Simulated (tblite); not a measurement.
# Geometry relaxation, with input and output: C3H11NPSi (part 1 of 3)

- system: C3H11NPSi, multiplicity 2
- method: GFN2-xTB geometry optimisation, gas phase (tblite 0.8.0)

It belongs to a series of runs on one base structure; here: H removed from sp3 C.

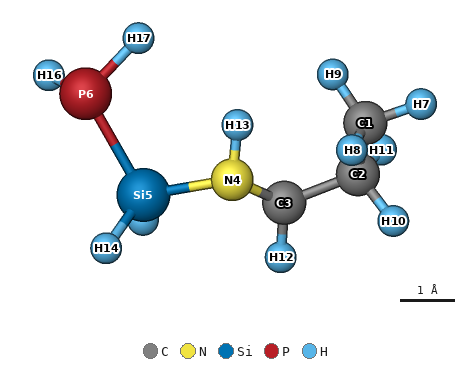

The starting structure (ball-and-stick view, seen at a tilt; atoms are numbered from 1 in the order of the input).

**Key numbers**

```json
{"quantity": "outcome", "value": "converged"}
{"quantity": "total energy", "value": "−521.3411 eV"}
{"quantity": "hardware", "value": "1 CPU thread, shared host"}
{"quantity": "wall time", "value": "1.6 s"}
{"quantity": "peak memory", "value": "0.18 GiB"}
```

**Input file**
```
{"job": {"kind": "relax", "xc": "GFN2-xTB", "basis": "xTB"}, "charge": 0, "multiplicity": 2}
C     -2.150000    -0.783000     0.469000
C     -1.919200     0.216400    -0.637400
C     -0.571000     0.866500    -0.594000
N      0.294300     0.490300     0.450000
Si     1.995100     0.922000     0.187100
P      3.191500    -0.894800     0.539600
H     -3.173600    -1.223600     0.430400
H     -2.085100    -0.275200     1.460100
H     -1.459500    -1.642100     0.484200
H     -2.680800     1.035800    -0.514400
H     -2.172000    -0.255900    -1.617600
H     -0.534800     1.902300    -0.930100
H      0.252100    -0.548700     0.616000
H      2.482800     1.959600     1.107400
H      2.173600     1.422900    -1.194100
H      4.084200    -1.158200    -0.560400
H      2.265500    -2.022200     0.593100
```

The first line tells a small driver script what to run in tblite; the rest is the geometry in Å.

Launched with:
```bash
OMP_NUM_THREADS=1 python <driver script> task.json out
```

**Output**
```
step      E/eV     max force
  0    -520.23021    1.714
  1    -520.43689    1.251
  2    -520.66255    1.054
  3    -520.81753    1.197
  4    -520.96250    0.880
  5    -521.01039    0.534
  6    -521.05013    0.450
  7    -521.07042    0.409
  8    -521.08915    0.406
  9    -521.10694    0.363
 10    -521.12317    0.372
 11    -521.13987    0.302
 12    -521.15198    0.224
 13    -521.15832    0.143
 14    -521.16145    0.118
 15    -521.16329    0.117
 16    -521.16488    0.113
 17    -521.16661    0.103
 18    -521.16869    0.160
 19    -521.17109    0.152
 20    -521.17325    0.141
 21    -521.17467    0.087
 22    -521.17545    0.067
 23    -521.17640    0.066
 24    -521.17712    0.070
 25    -521.17770    0.055
 26    -521.17821    0.057
 27    -521.17897    0.080
 28    -521.18013    0.117
 29    -521.18159    0.118
 30    -521.18284    0.085
 31    -521.18376    0.068
 32    -521.18478    0.117
 33    -521.18632    0.169
 34    -521.18861    0.184
 35    -521.19100    0.190
 36    -521.19284    0.128
 37    -521.19441    0.134
 38    -521.19608    0.201
 39    -521.19855    0.215
 40    -521.20162    0.153
 41    -521.20440    0.157
 42    -521.20641    0.165
 43    -521.20699    0.164
 44    -521.20902    0.151
 45    -521.21033    0.131
 46    -521.21441    0.175
 47    -521.21730    0.228
 48    -521.22022    0.180
 49    -521.22261    0.127
 50    -521.22417    0.117
 51    -521.22564    0.088
 52    -521.22706    0.131
 53    -521.22887    0.126
 54    -521.23026    0.160
 55    -521.23139    0.079
 56    -521.23248    0.092
 57    -521.23406    0.088
 58    -521.23613    0.089
 59    -521.23772    0.092
 60    -521.23904    0.123
 61    -521.23984    0.125
 62    -521.24129    0.069
 63    -521.24279    0.070
 64    -521.24452    0.106
 65    -521.24576    0.143
 66    -521.24703    0.092
 67    -521.24830    0.083
 68    -521.24956    0.072
 69    -521.25028    0.104
 70    -521.25114    0.074
 71    -521.25246    0.074
 72    -521.25324    0.059
 73    -521.25374    0.102
 74    -521.25426    0.065
 75    -521.25506    0.075
 76    -521.25648    0.092
 77    -521.25759    0.090
 78    -521.25904    0.120
 79    -521.25988    0.156
 80    -521.26251    0.098
 81    -521.26525    0.139
 82    -521.26805    0.198
 83    -521.26997    0.125
 84    -521.27197    0.153
 85    -521.27475    0.113
 86    -521.27637    0.060
 87    -521.27745    0.070
 88    -521.27787    0.064
 89    -521.27850    0.051
 90    -521.27878    0.039
 91    -521.27900    0.054
 92    -521.27918    0.036
 93    -521.27936    0.037
 94    -521.27958    0.040
 95    -521.27979    0.044
 96    -521.28003    0.048
 97    -521.28028    0.057
 98    -521.28056    0.059
 99    -521.28081    0.043
100    -521.28100    0.037
101    -521.28117    0.038
102    -521.28138    0.052
103    -521.28165    0.064
104    -521.28198    0.050
105    -521.28230    0.041
106    -521.28260    0.042
107    -521.28290    0.073
108    -521.28316    0.075
109    -521.28345    0.049
110    -521.28371    0.042
111    -521.28400    0.054
112    -521.28423    0.060
113    -521.28453    0.043
114    -521.28471    0.026
115    -521.28485    0.023
116    -521.28498    0.028
117    -521.28515    0.025
118    -521.28533    0.030
119    -521.28546    0.024
120    -521.28554    0.023
121    -521.28558    0.022
122    -521.28563    0.022
123    -521.28575    0.032
124    -521.28600    0.056
125    -521.28648    0.083
126    -521.28719    0.090
127    -521.28776    0.040
128    -521.28810    0.040
129    -521.28835    0.090
130    -521.28859    0.068
131    -521.28907    0.058
132    -521.28926    0.051
133    -521.28951    0.042
134    -521.28974    0.041
135    -521.29013    0.042
136    -521.29068    0.051
137    -521.29088    0.100
138    -521.29185    0.060
139    -521.29270    0.062
140    -521.29386    0.127
141    -521.29468    0.087
142    -521.29525    0.054
143    -521.29540    0.175
144    -521.29610    0.050
145    -521.29625    0.041
146    -521.29657    0.063
147    -521.29692    0.074
148    -521.29758    0.050
149    -521.29806    0.062
150    -521.29851    0.063
151    -521.29886    0.045
152    -521.29898    0.111
153    -521.29948    0.055
154    -521.29975    0.045
155    -521.30061    0.053
156    -521.30105    0.072
157    -521.30175    0.096
158    -521.30286    0.072
159    -521.30433    0.067
160    -521.30489    0.207
161    -521.30303    0.310
162    -521.30035    0.420
163    -521.30668    0.122
164    -521.30784    0.106
165    -521.30861    0.093
166    -521.30915    0.097
167    -521.31030    0.065
168    -521.31170    0.073
169    -521.31278    0.127
170    -521.31324    0.110
171    -521.31464    0.089
172    -521.31622    0.066
173    -521.31760    0.164
174    -521.31947    0.094
175    -521.32138    0.079
176    -521.32269    0.117
177    -521.32334    0.086
178    -521.32382    0.097
179    -521.32488    0.076
180    -521.32558    0.071
181    -521.32640    0.058
182    -521.32674    0.033
183    -521.32693    0.033
184    -521.32712    0.034
185    -521.32741    0.030
186    -521.32767    0.063
187    -521.32808    0.052
188    -521.32851    0.060
189    -521.32903    0.082
190    -521.32957    0.109
191    -521.33032    0.116
192    -521.33093    0.112
193    -521.33144    0.083
194    -521.33198    0.063
195    -521.33272    0.072
196    -521.33365    0.086
197    -521.33455    0.076
198    -521.33530    0.048
199    -521.33586    0.049
200    -521.33639    0.059
201    -521.33693    0.065
202    -521.33753    0.050
203    -521.33801    0.049
204    -521.33835    0.050
205    -521.33862    0.046
206    -521.33887    0.038
207    -521.33905    0.037
208    -521.33919    0.030
209    -521.33932    0.024
210    -521.33948    0.032
211    -521.33967    0.034
212    -521.33989    0.037
213    -521.34014    0.046
214    -521.34044    0.035
215    -521.34073    0.034
216    -521.34091    0.028
217    -521.34099    0.014
218    -521.34103    0.012
219    -521.34106    0.010
220    -521.34107    0.008
```

**Trajectory as extended XYZ (Å, eV, eV/Å), 28 of the 221 frames kept, from step=0 to step=220**
```
17
Properties=species:S:1:pos:R:3:forces:R:3 step=0 energy=-520.23021
C    -2.1500   -0.7830    0.4690   -0.7550  -0.6420   1.2690
C    -1.9192    0.2164   -0.6374   -0.7690   0.5570  -0.3520
C    -0.5710    0.8665   -0.5940   -0.5570  -0.1350   0.5140
N     0.2943    0.4903    0.4500    0.9730  -0.7410  -0.9530
Si    1.9951    0.9220    0.1871   -0.3840   0.2870  -0.6880
P     3.1915   -0.8948    0.5396    0.8940  -1.1320   0.9250
H    -3.1736   -1.2236    0.4304    0.6260   0.3700  -0.1850
H    -2.0851   -0.2752    1.4601    0.1000  -0.3490  -0.6600
H    -1.4595   -1.6421    0.4842   -0.1710   0.4060  -0.2090
H    -2.6808    1.0358   -0.5144    0.3720  -0.5410  -0.1500
H    -2.1720   -0.2559   -1.6176    0.4400   0.2510   0.3850
H    -0.5348    1.9023   -0.9301    0.3010  -0.4390   0.2350
H     0.2521   -0.5487    0.6160   -0.3490   1.3560  -0.0320
H     2.4828    1.9596    1.1074   -0.2080  -0.1680   0.0650
H     2.1736    1.4229   -1.1941   -0.0120  -0.0360   0.1910
H     4.0842   -1.1582   -0.5604   -1.2730   0.0200   0.4300
H     2.2655   -2.0222    0.5931    0.7720   0.9370  -0.7860
17
Properties=species:S:1:pos:R:3:forces:R:3 step=8 energy=-521.08915
C    -2.1919   -0.7971    0.5037   -0.0070   0.0090   0.0330
C    -1.9582    0.2382   -0.6001   -0.0080  -0.0250   0.1200
C    -0.6334    0.9153   -0.4912   -0.1170   0.0290   0.1650
N     0.4208    0.3930    0.2224   -0.0510  -0.1300  -0.2720
Si    2.0850    0.8606    0.1297   -0.2680   0.2770  -0.1280
P     3.3089   -0.9256    0.7284   -0.0060  -0.2040  -0.0810
H    -3.1944   -1.2222    0.4259    0.1370   0.0900   0.0150
H    -2.0867   -0.3108    1.4759   -0.0690  -0.1440  -0.0580
H    -1.4749   -1.6204    0.4408   -0.1480   0.0820  -0.0330
H    -2.7385    1.0093   -0.5321    0.0520  -0.0970  -0.0610
H    -2.0943   -0.2533   -1.5828    0.1310   0.0990   0.1450
H    -0.4941    1.8826   -0.9388    0.0980  -0.1130   0.0130
H     0.1817   -0.4707    0.6935    0.0260   0.1260  -0.0030
H     2.4214    1.9179    1.1136   -0.0330  -0.0970  -0.0780
H     2.2185    1.4320   -1.2248    0.1930  -0.1080   0.1130
H     3.8648   -1.1455   -0.5136    0.1670   0.1590  -0.0290
H     2.3583   -1.8911    0.4384   -0.0970   0.0470   0.1380
17
Properties=species:S:1:pos:R:3:forces:R:3 step=16 energy=-521.16488
C    -2.2076   -0.7993    0.5182   -0.0160   0.0290  -0.0420
C    -1.9666    0.2536   -0.5654    0.0270  -0.0010   0.0310
C    -0.6658    0.9609   -0.4084    0.0120   0.0220   0.0290
N     0.4344    0.3213    0.1030   -0.0100   0.0240   0.0540
Si    2.0721    0.8609    0.1102   -0.0120   0.1110  -0.0150
P     3.2943   -0.9193    0.7195    0.0270  -0.0460   0.0370
H    -3.2107   -1.2082    0.4233    0.0060   0.0050   0.0190
H    -2.1056   -0.3534    1.5074   -0.0250  -0.0530  -0.0390
H    -1.5011   -1.6243    0.4206   -0.0780   0.0230   0.0260
H    -2.7685    0.9987   -0.5447    0.0120  -0.0320   0.0120
H    -2.0259   -0.2406   -1.5509    0.0090   0.0240   0.0470
H    -0.4652    1.8579   -0.9636   -0.0330  -0.0070  -0.0450
H     0.1833   -0.4452    0.7126    0.0320  -0.0700  -0.0490
H     2.3938    1.9037    1.1040   -0.0270   0.0120  -0.0330
H     2.3153    1.4045   -1.2310    0.0510  -0.0320  -0.0100
H     3.8895   -1.0875   -0.5151   -0.0040  -0.0090   0.0260
H     2.3273   -1.8717    0.4492    0.0300  -0.0010  -0.0470
17
Properties=species:S:1:pos:R:3:forces:R:3 step=24 energy=-521.17712
C    -2.2258   -0.8022    0.5225   -0.0190  -0.0090   0.0030
C    -1.9633    0.2586   -0.5452   -0.0230  -0.0200  -0.0010
C    -0.6714    0.9791   -0.3736    0.0060  -0.0200  -0.0180
N     0.4382    0.3384    0.1168    0.0310  -0.0130  -0.0090
Si    2.0773    0.8727    0.1044    0.0210   0.0630  -0.0210
P     3.2877   -0.9162    0.7299    0.0060  -0.0300   0.0040
H    -3.2338   -1.1965    0.4192   -0.0150   0.0130  -0.0140
H    -2.1284   -0.3743    1.5186    0.0120  -0.0160  -0.0090
H    -1.5365   -1.6397    0.4220   -0.0110   0.0120   0.0260
H    -2.7716    0.9952   -0.5355   -0.0030   0.0170   0.0180
H    -2.0011   -0.2264   -1.5345   -0.0100  -0.0180  -0.0070
H    -0.4744    1.8404   -0.9861    0.0120   0.0400   0.0380
H     0.2090   -0.4793    0.6649   -0.0260  -0.0140  -0.0120
H     2.3735    1.9344    1.0871   -0.0060  -0.0230  -0.0580
H     2.3727    1.3787   -1.2449   -0.0040  -0.0210   0.0370
H     3.9041   -1.0791   -0.4943    0.0390   0.0280   0.0250
H     2.3367   -1.8716    0.4177   -0.0090   0.0100  -0.0030
17
Properties=species:S:1:pos:R:3:forces:R:3 step=33 energy=-521.18632
C    -2.2535   -0.8047    0.5283    0.0210  -0.0010   0.0100
C    -1.9627    0.2581   -0.5332   -0.0370  -0.0310   0.0090
C    -0.6642    0.9680   -0.3704   -0.0210  -0.0070   0.0310
N     0.4497    0.3206    0.0959    0.0440  -0.0200  -0.0100
Si    2.0882    0.8621    0.0874    0.0000   0.1670  -0.0280
P     3.2799   -0.9179    0.7616   -0.0100   0.0290   0.0200
H    -3.2710   -1.1705    0.4055    0.0290   0.0060   0.0250
H    -2.1532   -0.3930    1.5299   -0.0200   0.0460   0.0100
H    -1.5846   -1.6591    0.4390    0.0100  -0.0020  -0.0420
H    -2.7618    1.0031   -0.5136   -0.0140   0.0420  -0.0230
H    -2.0150   -0.2307   -1.5200    0.0030   0.0170  -0.0280
H    -0.4806    1.8722   -0.9211   -0.0180   0.0080   0.0150
H     0.2179   -0.5229    0.6020    0.0310  -0.0320   0.0040
H     2.3629    1.9733    1.0266   -0.0210  -0.1100  -0.0560
H     2.4248    1.3432   -1.2659   -0.0470  -0.0530   0.0510
H     3.9727   -1.0357   -0.4266    0.0290  -0.0060   0.0320
H     2.3435   -1.8540    0.3637    0.0220  -0.0520  -0.0200
17
Properties=species:S:1:pos:R:3:forces:R:3 step=41 energy=-521.20440
C    -2.3100   -0.7935    0.5368    0.0030  -0.0400   0.0610
C    -1.9813    0.2665   -0.5159   -0.0250  -0.0240   0.0310
C    -0.6675    0.9377   -0.3269   -0.0680   0.1040  -0.0270
N     0.4730    0.2684    0.0252   -0.0610  -0.1040   0.0750
Si    2.0948    0.8505    0.0245   -0.0160  -0.0160  -0.0390
P     3.2329   -0.8985    0.8338    0.0200  -0.1470  -0.0510
H    -3.3374   -1.1310    0.4206    0.0070   0.0040  -0.0390
H    -2.2011   -0.3897    1.5399    0.0280   0.0490   0.0270
H    -1.6646   -1.6639    0.4424    0.0330  -0.0170  -0.0170
H    -2.7528    1.0411   -0.4922    0.0080  -0.0170  -0.0390
H    -2.0402   -0.2145   -1.5073    0.0110   0.0360   0.0100
H    -0.5194    1.9194   -0.7350    0.0340   0.0350  -0.0230
H     0.2946   -0.6285    0.4583   -0.0720   0.0020  -0.0320
H     2.3290    2.0013    0.9060    0.0040   0.0290   0.0470
H     2.4676    1.2429   -1.3393    0.0000   0.0440  -0.0920
H     4.1439   -0.9430   -0.2042    0.0110   0.0360   0.0650
H     2.4315   -1.8532    0.2224    0.0820   0.0260   0.0450
17
Properties=species:S:1:pos:R:3:forces:R:3 step=49 energy=-521.22261
C    -2.3201   -0.7750    0.5472    0.0030  -0.0050  -0.0040
C    -1.9977    0.2877   -0.5091   -0.0200  -0.0290  -0.0060
C    -0.6824    0.9505   -0.2973   -0.0030   0.0830  -0.0120
N     0.4478    0.2476    0.0307   -0.0330   0.0850  -0.0620
Si    2.0809    0.8015   -0.0371   -0.0510  -0.0430  -0.0140
P     3.2127   -0.9153    0.8635   -0.1020  -0.0060   0.0060
H    -3.3457   -1.1219    0.4367    0.0220   0.0440  -0.0100
H    -2.1987   -0.3586    1.5453   -0.0130  -0.0320  -0.0130
H    -1.6706   -1.6432    0.4461    0.0070   0.0190   0.0210
H    -2.7819    1.0498   -0.5043    0.0830   0.0250   0.0460
H    -2.0423   -0.1893   -1.5023    0.0290  -0.0340  -0.0010
H    -0.5145    1.9567   -0.6362   -0.0400  -0.0400  -0.0050
H     0.2523   -0.6883    0.3514   -0.0140  -0.0720   0.0410
H     2.3009    1.9588    0.8430    0.0150   0.0260   0.0080
H     2.4235    1.2183   -1.4137    0.0150  -0.0620   0.0670
H     4.2710   -0.8624   -0.0188   -0.0140  -0.0020  -0.0400
H     2.5578   -1.9049    0.1439    0.1180   0.0430  -0.0210
```
